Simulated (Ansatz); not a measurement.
Process, species as SMILES: [SiH2] (SiH2) (closed-shell singlet) → 2 H atom + Si atom
B3LYP-D3(BJ)/def2-TZVP geometries, fixed; electronic energies without zero-point terms.

Basis-set convergence of the atomisation energy at r2SCAN with Ansatz (a program for electronic structure). Cartesian d functions, on some or all atoms, in 6-311+G**; all else is spherical. The program fits the integrals of some runs and decomposes those of others, by size. Open shells are unrestricted. No added dispersion term, no relativity. Functions are those of the species that has most. Reference: the value in aug-cc-pV(5+d)Z, 149.15 kcal/mol, itself unsure by roughly 0.04 kcal/mol (its mean distance from pcseg-4, aug-pcseg-3, aug-cc-pV(Q+d)Z). Deviations are taken from unrounded values.

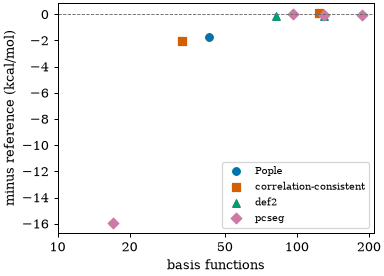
Figure: Deviation from the reference against the number of basis functions, by family of sets.

```tsv
basis	functions	atomisation energy (kcal/mol)	minus reference (kcal/mol)
pcseg-0	17	133.24	-15.91
cc-pV(D+d)Z	33	147.14	-2.01
6-311+G**	43	147.40	-1.75
def2-TZVPPD	82	149.04	-0.11
aug-pcseg-2	96	149.17	0.01
cc-pV(Q+d)Z	124	149.22	0.06
def2-QZVPP	130	149.01	-0.14
pcseg-3	130	149.10	-0.06
aug-pcseg-3	187	149.12	-0.04
```
